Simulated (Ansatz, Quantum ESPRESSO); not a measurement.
# W(100): the work function at a withheld member of a series

**Set-up.** Quantum ESPRESSO 7.5, PBE, GBRV ultrasoft. Symmetric 1×1 slabs with 16 Å of vacuum in the starting cell; the two outer layers of each face relax in a periodic cell and the inner ones are held; a run under open boundaries (ESM, bc1) then gives the work function. Cold smearing of 0.02 Ry, one mesh for all thicknesses. The slabs take the lattice constants of the bulk relaxed by the same program. The series steps the number of layers.

| number of layers | work function (eV) |
| --- | --- |
| 4 layers | 4.1431 |
| 5 layers | 4.1489 |
| 6 layers | 4.1815 |
| 8 layers | 4.1381 |

One more run was made and is withheld. What is the work function at 7 layers?

By hand: The rows at 6 layers and 8 layers give a slope of (4.1381 − (4.1815))/(8 − (6)) = −0.0217, so a straight line gives 4.1598 eV. A parabola through these and the row at 5 layers gives 4.1779 eV.

**Check.** 4.1248 eV. The line misses by +0.0350 and the parabola by +0.0531 eV. Neither catches the point well; the series is not smooth on this step.

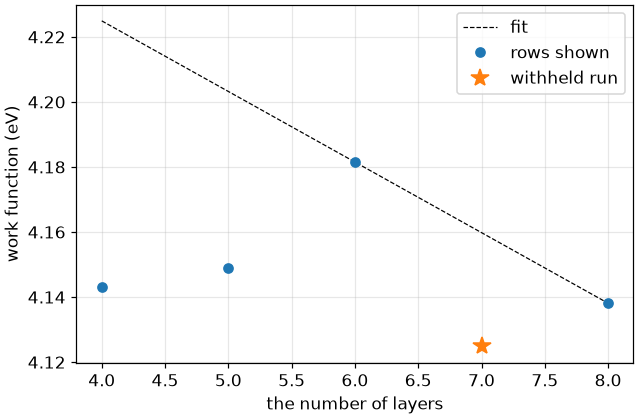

The rows shown, the fit and the withheld run.

**Limits.** Unreconstructed faces. One mesh, so part of the swing with thickness is sampling. Members without a usable value, or on the other side of zero field or charge, are not listed.
